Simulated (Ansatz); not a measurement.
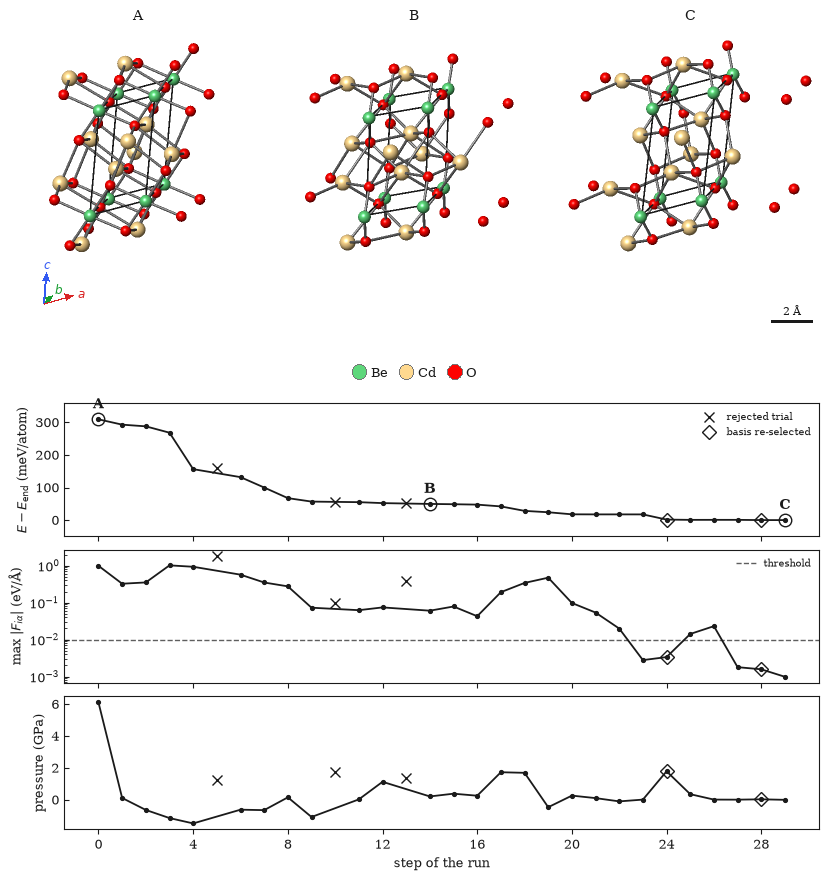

Frames of a relaxation of crystalline BeCd$_{2}$O$_{3}$ (built on the NaPr2Se3-71 type type), marked on the history of the run. The picture is a ball-and-stick view of the cell of the calculation, reduced to other axes, seen slightly off an axis. Lengths and directions refer to the drawn axes.

Case: shaken.

Computed with DFT, PBEsol, plane waves, PAW (Ansatz). Settings: plane-wave cutoff 420 eV; k-point mesh 8 × 8 × 8; occupations fermi dirac; smearing width 0.05 eV; no spin polarisation; cell and atoms relaxed; force threshold 0.01 eV/Å; at most 120 steps.

Question: What happens along the run?

Answer: The run was cut off at its time limit before the program reported convergence, but its last step already meets the force threshold: the largest component is 0.00099 eV/Å against 0.01 eV/Å. The pressure is within 0.01 GPa of its target. Over 24 accepted moves (29 points after the start) the energy falls by 309 meV per atom. The largest force component goes from 0.99 to 0.00099 eV/Å. The pressure goes from 6.10 to 0.00 GPa. The line search rejected the trial steps at points 5, 10, 13 of the run. The SCF was repeated twice at an unchanged geometry on a basis and grid sized afresh for the cell, which shifted the energy by 15.9 meV per atom at most. The largest moves relative to the cell, 1.66 Å, are those of O atoms. Largest moves by element: O 1.66 Å, Cd 0.55 Å, Be 0.39 Å. The volume changes by +18.8 %, with a 2.904 → 3.189 Å (+9.8 %), b 4.679 → 4.995 Å (+6.8 %), c 5.357 → 5.535 Å (+3.3 %), α 64.5° → 63.2°, β 75.0° → 74.1°, γ 89.7° → 90.0°. Some distances before and after: Be–O 1.909 → 3.596 Å, Cd–O 3.811 → 2.249 Å, Cd–O 3.758 → 2.249 Å, Cd–O 2.386 → 3.856 Å. New bonds form, among them: Be–O (2.30 → 1.56 Å), Cd–O (3.76 → 2.25 Å), Cd–O (3.81 → 2.25 Å). Bonds break, among them: Be–O (1.91 → 3.60 Å), Be–O (1.92 → 3.59 Å), Cd–O (2.30 → 3.76 Å), Cd–O (2.39 → 3.86 Å). Bond angles that change, for instance: O–Cd–O 173.0° → 110.4°, O–Cd–O 173.0° → 110.5°, O–Be–O 179.0° → 117.7°. The space group (tolerance 0.01 Å) goes from P1 (No. 1) to C2 (No. 5). From step 0 to 14: O atoms move most (0.98 Å), volume +8.0 %, energy −260 meV per atom. From step 14 to 29: O atoms move most (0.70 Å), volume +10.0 %, energy −49.6 meV per atom.

```
step  E − E(0), meV/atom  largest force component, eV/Å  pressure, GPa  volume, Å³/atom                      note
   0                0.00                         0.9914           6.10           10.497                          
   1              -16.37                         0.3249           0.11           10.765                          
   2              -21.54                         0.3524          -0.64           10.798                          
   3              -41.06                         1.0205          -1.15           10.836                          
   4             -152.99                         0.9341          -1.48           11.059                          
   5             -150.63                         1.8419           1.21           11.126                  rejected
   6             -177.49                         0.5714          -0.62           11.081                          
   7             -209.40                         0.3509          -0.65           11.223                          
   8             -241.95                         0.2758           0.15           11.315                          
   9             -252.57                         0.0730          -1.08           11.449                          
  10             -253.18                         0.0987           1.75           11.236                  rejected
  11             -254.33                         0.0625           0.02           11.357                          
  12             -257.23                         0.0744           1.13           11.263                          
  13             -255.69                         0.3840           1.34           11.294                  rejected
  14             -259.77                         0.0606           0.21           11.342                          
  15             -260.65                         0.0787           0.38           11.374                          
  16             -261.88                         0.0430           0.25           11.542                          
  17             -267.35                         0.1921           1.73           11.744                          
  18             -281.06                         0.3415           1.69           12.007                          
  19             -285.32                         0.4738          -0.47           12.347                          
  20             -291.65                         0.0980           0.26           12.253                          
  21             -291.86                         0.0539           0.10           12.270                          
  22             -291.87                         0.0199          -0.10           12.281                          
  23             -291.91                         0.0028           0.01           12.273                          
  24             -307.83                         0.0034           1.78           12.273  same geometry, new basis
  25             -308.67                         0.0142           0.35           12.426                          
  26             -308.61                         0.0231           0.01           12.468                          
  27             -308.61                         0.0018           0.01           12.470                          
  28             -309.37                         0.0016           0.03           12.470  same geometry, new basis
  29             -309.36                         0.0010           0.00           12.475
```
